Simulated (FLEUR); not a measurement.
# Collinear magnetic orders of MnO (Manganosite) with FLEUR, part 2 of 3

Aim: find out whether MnO (Manganosite) carries moments, and which collinear order costs least.

FLEUR MaX-R8.1; PBE with U = 4 eV on Mn d; all-electron FLAPW, Dirac cores, scalar-relativistic bands.

So far, largest spin moment in the muffin-tin sphere (μB): step 2 (order 1, typed as ferro +) 4.73.

## Step 3: Run 2 (antiferro q=(0,1/2,1/2) +-)

An opposed order shows whether neighbours prefer unlike signs.

This order needs a doubled cell of 4 atoms. The mesh is halved along the doubled vector, so that both cells sample the same points. The k list default-1 (kpts.xml, not shown) is a Γ-centred 6×3×6 mesh.

inp.xml reads:

```
<?xml version="1.0" encoding="UTF-8" standalone="no"?>
<fleurInput fleurInputVersion="0.39">
   <comment>
      MnO
   </comment>
   <calculationSetup>
      <cutoffs Kmax="4.05" Gmax="10.1" GmaxXC="10.1" numbands="0"/>
      <scfLoop itmax="130" minDistance="0.0001" maxIterBroyd="15" imix="Anderson" alpha="0.05" precondParam="0.0" spinf="2.0" sdNocoIR="T"/>
      <coreElectrons ctail="T" frcor="F" kcrel="0" coretail_lmax="0"/>
      <xcFunctional name="pbe" relativisticCorrections="F"/>
      <magnetism jspins="2"/>
      <soc l_soc="F" theta="0.0" phi="0.0" spav="F"/>
      <expertModes spex="0" secvar="F"/>
      <geometryOptimization l_f="F" forcealpha="1.0" forcemix="BFGS" epsdisp="0.00001" epsforce="0.00001"/>
      <ldaU l_linMix="F" mixParam="0.05" spinf="1.0"/>
   </calculationSetup>
   <cell>
      <bzIntegration valenceElectrons="42.0" mode="hist" fermiSmearingEnergy="0.0055124">
         <kPointListSelection listName="default-1"/>
         <xi:include xmlns:xi="http://www.w3.org/2001/XInclude" href="kpts.xml"> </xi:include>
      </bzIntegration>
      <xi:include xmlns:xi="http://www.w3.org/2001/XInclude" href="sym.xml"> </xi:include>
      <bulkLattice scale="1.0">
         <bravaisMatrix>
            <row-1>    0.0000000000000000     4.2008611749857998     4.2008611749857998</row-1>
            <row-2>    8.4017223499715996     0.0000000000000000     8.4017223499715996</row-2>
            <row-3>    8.4017223499715996     4.2008611749857998     4.2008611749857998</row-3>
         </bravaisMatrix>
      </bulkLattice>
   </cell>
   <atomSpecies>
      <species name="Manganese 4.500" element="Mn" atomicNumber="25">
         <mtSphere radius="2.62" gridPoints="867" logIncrement="0.014"/>
         <atomicCutoffs lmax="10" lnonsphr="8"/>
         <electronConfig flipSpins="F">
            <coreConfig>(1s1/2) (2s1/2) (2p1/2) (2p3/2)</coreConfig>
            <valenceConfig>(3s1/2) (3p1/2) (3p3/2) (4s1/2) (3d3/2) (3d5/2)</valenceConfig>
            <stateOccupation state="(3d3/2)" spinUp="1.75" spinDown="0.25"/>
            <stateOccupation state="(3d5/2)" spinUp="3.0" spinDown="0.0"/>
         </electronConfig>
         <energyParameters s="4" p="4" d="3" f="4"/>
         <ldaU l="2" U="4.0" J="0.0" l_amf="F"/>
         <lo type="SCLO" l="0" n="3" eDeriv="0"/>
         <lo type="SCLO" l="1" n="3" eDeriv="0"/>
      </species>
      <species name="Manganese -4.500" element="Mn" atomicNumber="25">
         <mtSphere radius="2.62" gridPoints="867" logIncrement="0.014"/>
         <atomicCutoffs lmax="10" lnonsphr="8"/>
         <electronConfig flipSpins="F">
            <coreConfig>(1s1/2) (2s1/2) (2p1/2) (2p3/2)</coreConfig>
            <valenceConfig>(3s1/2) (3p1/2) (3p3/2) (4s1/2) (3d3/2) (3d5/2)</valenceConfig>
            <stateOccupation state="(3d3/2)" spinUp="0.25" spinDown="1.75"/>
            <stateOccupation state="(3d5/2)" spinUp="0.0" spinDown="3.0"/>
         </electronConfig>
         <energyParameters s="4" p="4" d="3" f="4"/>
         <ldaU l="2" U="4.0" J="0.0" l_amf="F"/>
         <lo type="SCLO" l="0" n="3" eDeriv="0"/>
         <lo type="SCLO" l="1" n="3" eDeriv="0"/>
      </species>
      <species name="Oxygen (O)" element="O" atomicNumber="8">
         <mtSphere radius="1.48" gridPoints="489" logIncrement="0.022"/>
         <atomicCutoffs lmax="6" lnonsphr="4"/>
         <electronConfig flipSpins="F">
            <coreConfig>(1s1/2)</coreConfig>
            <valenceConfig>(2s1/2) (2p1/2) (2p3/2)</valenceConfig>
            <stateOccupation state="(2p1/2)" spinUp="0.666667" spinDown="0.666667"/>
            <stateOccupation state="(2p3/2)" spinUp="1.333333" spinDown="1.333333"/>
         </electronConfig>
         <energyParameters s="2" p="2" d="3" f="4"/>
      </species>
   </atomSpecies>
   <atomGroups>
      <atomGroup species="Manganese 4.500">
         <relPos label="                   1">.0000000000 .0000000000 .0000000000</relPos>
         <force calculate="T" relaxXYZ="TTT"/>
      </atomGroup>
      <atomGroup species="Manganese -4.500">
         <relPos label="                   2">.0000000000 1.000/2.000 .0000000000</relPos>
         <force calculate="T" relaxXYZ="TTT"/>
      </atomGroup>
      <atomGroup species="Oxygen (O)">
         <relPos label="                   3">1.000/2.000 .0000000000 1.000/2.000</relPos>
         <force calculate="T" relaxXYZ="TTT"/>
      </atomGroup>
      <atomGroup species="Oxygen (O)">
         <relPos label="                   4">1.000/2.000 1.000/2.000 1.000/2.000</relPos>
         <force calculate="T" relaxXYZ="TTT"/>
      </atomGroup>
   </atomGroups>
   <output dos="F" band="F" slice="F">
      <bandDOS minEnergy="-.5*Htr" maxEnergy="0.5*Htr" sigma="0.015" storeEVData="T"/>
      <plotting iplot="0" polar="F">
         <plot TwoD="T" vec1="  1.0  0.0  0.0" vec2="  0.0  1.0  0.0" vec3="  0.0  0.0  1.0" zero="  0.0  0.0  0.0" file="plot"/>
      </plotting>
      <moessbauerParams electricFieldGradient="F" isomerShift="F" coreHyperfine="F" valenceHyperfine="F"/>
   </output>
</fleurInput>
```

crystal.txt reads:

```
MnO
&input film=F cartesian=F /
0.00000000000  2.22300000000  2.22300000000
4.44600000000  0.00000000000  4.44600000000
4.44600000000  2.22300000000  2.22300000000
1.8897261246
1.0 1.0 1.0

4
25 0.00000000000  0.00000000000  0.00000000000 : 4.500
25 0.00000000000  0.50000000000  0.00000000000 : -4.500
8 0.50000000000  0.00000000000  0.50000000000
8 0.50000000000  0.50000000000  0.50000000000

&kpt div1=6 div2=3 div3=6 gamma=T /
```

The run is started by

```sh
$ OMP_NUM_THREADS=1 inpgen -f crystal.txt > inpgen.log  # inp.xml is then edited as shown
$ OMP_NUM_THREADS=1 mpirun -n 4 fleur_MPI > fleur.log
```

Log:

```text
[banner, memory and clock lines left out]
Welcome to FLEUR        (www.flapw.de)
      MaX-Release 8.1          (www.max-centre.eu)

 ========== k-point set info ==========
 Selected k-point list: default-1
 k-point list type: mesh
 0 x 0 x 0
 Number of k points: 36

 ------------Calculation Setup---------------------------
 Number of PE/node        :            4
 Number of OMP-threads    :            1
 k-points in parallel     :            4
 pe's per k-point         :            1
 No of k-point loops      :            9
 Eigenvalue solver        :       lapack
 Number of basis functions:          372
 Approximate size of matrices (H+S) per k-point:         0.002 GB
 no density matrix found ... skipping LDA+U
 Reset of history
 Iteration:     1   Distance:      21.44330130 me/bohr^3
 Iteration:     2   Distance:      18.99903887 me/bohr^3
 Iteration:     3   Distance:      16.31752498 me/bohr^3
 Iteration:     4   Distance:       8.26167422 me/bohr^3
 Iteration:     5   Distance:       6.26565551 me/bohr^3
 Iteration:     6   Distance:       2.74476375 me/bohr^3
 Iteration:     7   Distance:       1.15453044 me/bohr^3
 Iteration:     8   Distance:       0.42834942 me/bohr^3
 Iteration:     9   Distance:       0.27567578 me/bohr^3
 Iteration:    10   Distance:       0.05684112 me/bohr^3
 Iteration:    11   Distance:       0.02727048 me/bohr^3
 Iteration:    12   Distance:       0.01565869 me/bohr^3
 Iteration:    13   Distance:       0.00543292 me/bohr^3
 Iteration:    14   Distance:       0.00444468 me/bohr^3
 Iteration:    15   Distance:       0.00022162 me/bohr^3
 Iteration:    16   Distance:       0.00011618 me/bohr^3
 Iteration:    17   Distance:       0.00010881 me/bohr^3
 Iteration:    18   Distance:       0.00003587 me/bohr^3

 ********************************************************************
 Run finished successfully
 Stop message:
   all done
 ********************************************************************

--- out.xml (last complete iteration) ---
<iteration numberForCurrentRun="   18" overallNumber="   18">
         [... left out ...]
         <bandgap value="0.8819021287" units="eV"/>
         <sumValenceSingleParticleEnergies value="-26.1523787337" units="Htr"/>
         <FermiEnergy value="0.3125126371" units="Htr"/>
         <valenceDensity>
            <mtCharges spin="1">
               <mtCharge atomType="1" total="9.4201058" s="1.1867074" p="3.2338171" d="4.9244347" f="0.0523587"/>
               <mtCharge atomType="2" total="4.7136179" s="1.1431150" p="3.1933298" d="0.2994400" f="0.0536622"/>
               <mtCharge atomType="3" total="2.3580577" s="0.7322640" p="1.6234763" d="0.0020209" f="0.0002413"/>
               <mtCharge atomType="4" total="2.4073631" s="0.7397509" p="1.6636537" d="0.0034413" f="0.0004305"/>
            </mtCharges>
            <mtCharges spin="2">
               <mtCharge atomType="1" total="4.7136179" s="1.1431150" p="3.1933298" d="0.2994400" f="0.0536622"/>
               <mtCharge atomType="2" total="9.4201058" s="1.1867074" p="3.2338171" d="4.9244347" f="0.0523587"/>
               <mtCharge atomType="3" total="2.4073631" s="0.7397509" p="1.6636537" d="0.0034413" f="0.0004305"/>
               <mtCharge atomType="4" total="2.3580577" s="0.7322640" p="1.6234763" d="0.0020209" f="0.0002413"/>
            </mtCharges>
            <spinDependentCharge spin="1" total="21.0000000" interstitial="2.1008556" mtSpheres="18.8991444"/>
            <spinDependentCharge spin="2" total="21.0000000" interstitial="2.1008556" mtSpheres="18.8991444"/>
            <totalCharge value="42.0000000000"/>
         </valenceDensity>
         [... left out ...]
         <magneticMomentsInMTSpheres units="muBohr">
            <globalMagMoment atomType="1" vec="0.00000   0.00000   4.70649"/>
            <localMagMoment atomType="1" vec="0.00000   0.00000   4.70649"/>
            <globalMagMoment atomType="2" vec="0.00000   0.00000  -4.70649"/>
            <localMagMoment atomType="2" vec="0.00000   0.00000  -4.70649"/>
            <globalMagMoment atomType="3" vec="0.00000   0.00000  -0.04931"/>
            <localMagMoment atomType="3" vec="0.00000   0.00000  -0.04931"/>
            <globalMagMoment atomType="4" vec="0.00000   0.00000   0.04931"/>
            <localMagMoment atomType="4" vec="0.00000   0.00000   0.04931"/>
         </magneticMomentsInMTSpheres>
         [... left out ...]
         <totalEnergy value="    -2467.7776971027" units="Htr">
            <sumOfEigenvalues value="    -1420.0564110436">
               <coreElectrons value="-1393.9040323099"/>
               <valenceElectrons value="-26.1523787337"/>
            </sumOfEigenvalues>
            <densityCoulombPotentialIntegral value="-3758.1802024043"/>
            <densityEffectivePotentialIntegral value="-3916.2864431462"/>
            <chargeDenXCDenIntegral value="-121.9955978993"/>
            <FockExchangeEnergyValence value="0.0000000000"/>
            <FockExchangeEnergyCore value="0.0000000000"/>
         [... left out ...]
            <dftUCorrection value="-0.7171195210"/>
            <tkbTimesEntropy value="0.0001393558"/>
            <freeEnergy value="-2467.7778364586"/>
            <extrapolationTo0K value="-2467.7777667806"/>
         </totalEnergy>
         [... left out ...]
         <ldaUDensityMatrixConvergence>
            <distance spin="1" distance="0.000001"/>
            <distance spin="2" distance="0.000001"/>
         </ldaUDensityMatrixConvergence>
         <densityConvergence units="me/bohr^3">
            <chargeDensity spin="1" distance="0.0000214949"/>
            <chargeDensity spin="2" distance="0.0000214949"/>
            <overallChargeDensity distance="0.0000358653"/>
            <spinDensity distance="0.0000237024"/>
         </densityConvergence>
      </iteration>
```

Run time: 25 s. Hardware: 4 MPI ranks of Intel Xeon 6975P-C (Granite Rapids), shared host; peak memory 0.43 GiB.

Spin moment in the muffin-tin sphere by atom:

| atom | spin moment in the muffin-tin sphere (μB) |
| --- | --- |
| Mn1 | 4.71 |
| Mn2 | -4.71 |
| O3 | -0.05 |
| O4 | 0.05 |

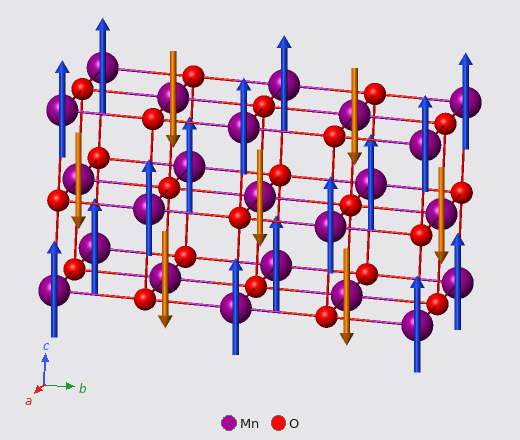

Spin moment in the muffin-tin sphere as arrows, the longest 4.71 μB. Up and down stand for the sign. Arrows give size and sign along the axis of quantisation, drawn up and down the page. The two directions have two colours. 1×2×1 conventional cells are drawn. Some periodic images of atoms are drawn too.

This step gave:

| Property | Result |
| --- | --- |
| free energy | -67151.6559 eV |
| program's band gap on this mesh (in a metal only a level spacing) | 0.8819 eV |
| magnetization | 0 μB |
| final state | antiferromagnetic |

It lies 51.9 meV a seeded atom under the first start, and its largest moment is 4.71 μB against 4.73 μB.

## Step 4: Order 3, typed as antiferro q=(0,0,1/2) +-

An opposed order shows whether neighbours prefer unlike signs.

This order needs a doubled cell of 4 atoms. The mesh is halved along the doubled vector, so that both cells sample the same points. The k list default-1 (kpts.xml, not shown) is a Γ-centred 6×6×3 mesh.

inp.xml: that of step 3 with these lines changed.

```diff
@@ -25,4 +25,4 @@
             <row-1>    0.0000000000000000     4.2008611749857998     4.2008611749857998</row-1>
-            <row-2>    8.4017223499715996     0.0000000000000000     8.4017223499715996</row-2>
-            <row-3>    8.4017223499715996     4.2008611749857998     4.2008611749857998</row-3>
+            <row-2>    4.2008611749857998     0.0000000000000000     4.2008611749857998</row-2>
+            <row-3>    8.4017223499715996     8.4017223499715996     0.0000000000000000</row-3>
          </bravaisMatrix>
@@ -77,3 +77,3 @@
       <atomGroup species="Manganese -4.500">
-         <relPos label="                   2">.0000000000 1.000/2.000 .0000000000</relPos>
+         <relPos label="                   2">.0000000000 .0000000000 1.000/2.000</relPos>
          <force calculate="T" relaxXYZ="TTT"/>
@@ -81,7 +81,4 @@
       <atomGroup species="Oxygen (O)">
-         <relPos label="                   3">1.000/2.000 .0000000000 1.000/2.000</relPos>
-         <force calculate="T" relaxXYZ="TTT"/>
-      </atomGroup>
-      <atomGroup species="Oxygen (O)">
-         <relPos label="                   4">1.000/2.000 1.000/2.000 1.000/2.000</relPos>
+         <relPos label="                   3">1.000/2.000 1.000/2.000 1.000/4.000</relPos>
+         <relPos label="                   4">1.000/2.000 1.000/2.000 -1.000/4.000</relPos>
          <force calculate="T" relaxXYZ="TTT"/>
```

crystal.txt reads:

```
MnO
&input film=F cartesian=F /
0.00000000000  2.22300000000  2.22300000000
2.22300000000  0.00000000000  2.22300000000
4.44600000000  4.44600000000  0.00000000000
1.8897261246
1.0 1.0 1.0

4
25 0.00000000000  0.00000000000  0.00000000000 : 4.500
25 0.00000000000  0.00000000000  0.50000000000 : -4.500
8 0.50000000000  0.50000000000  0.25000000000
8 0.50000000000  0.50000000000  0.75000000000

&kpt div1=6 div2=6 div3=3 gamma=T /
```

Log:

```text
[banner, memory and clock lines left out]
Welcome to FLEUR        (www.flapw.de)
      MaX-Release 8.1          (www.max-centre.eu)

 ========== k-point set info ==========
 Selected k-point list: default-1
 k-point list type: mesh
 0 x 0 x 0
 Number of k points: 36

 [... set-up left out ...]
 no density matrix found ... skipping LDA+U
 Reset of history
 Iteration:     1   Distance:      21.19386920 me/bohr^3
 Iteration:     2   Distance:      18.93405163 me/bohr^3
 Iteration:     3   Distance:      16.26548388 me/bohr^3
 Iteration:     4   Distance:       8.31961359 me/bohr^3
[...]
[... left out ...]
            <freeEnergy value="-2467.7790914356"/>
            <extrapolationTo0K value="-2467.7790863763"/>
         </totalEnergy>
         [... left out ...]
         <ldaUDensityMatrixConvergence>
            <distance spin="1" distance="0.000002"/>
            <distance spin="2" distance="0.000002"/>
         </ldaUDensityMatrixConvergence>
         <densityConvergence units="me/bohr^3">
            <chargeDensity spin="1" distance="0.0000583924"/>
            <chargeDensity spin="2" distance="0.0000583924"/>
            <overallChargeDensity distance="0.0000928618"/>
            <spinDensity distance="0.0000708194"/>
         </densityConvergence>
      </iteration>
```

It took 21 s on 4 MPI ranks; peak memory 0.38 GiB; 80 s of CPU time.

Spin moment in the muffin-tin sphere by atom:

| atom | spin moment in the muffin-tin sphere (μB) |
| --- | --- |
| Mn1 | 4.65 |
| Mn2 | -4.65 |
| O3 | 0.00 |
| O4 | 0.00 |

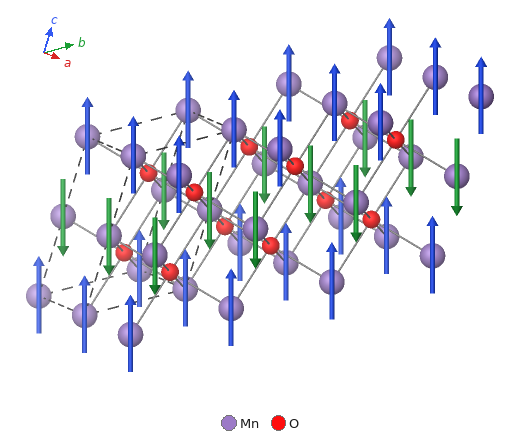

Spin moment in the muffin-tin sphere as arrows, the longest 4.65 μB. Up and down stand for the sign. Arrows give size and sign along the axis of quantisation, drawn up and down the page. The two directions have two colours. Bonds to atoms that aren't drawn are left out. 2×3×1 cells are drawn. Some periodic images of atoms are drawn too.

Numbers from this step:

```yaml
free_energy: -67151.6900 eV
program_s_band_gap_on_this_mesh_in_a_metal_only_a_level_spacing: 2.003 eV
magnetization: 0 μB
final_state: antiferromagnetic
```

It lies 69.0 meV a seeded atom under the first start, and its largest moment is 4.65 μB against 4.73 μB.

(Continued in part 3 of 3.)

[Logs and program files are shortened in this print: banners, set-up blocks, solver, clock and traceback lines can be left out without a mark of their own.]

[Logs are printed without paths, hosts, clocks, repeated set-up lines and the standing remarks that a program may print on its own settings, such as how far it seeks lower states.]

[Hosts, paths, dates, database ids (printed as entryN), source tags and the programs' standing remarks are cut or masked in the printed files.]

[Where a cell is said to come from a database of computed structures, the database is the Materials Project.]
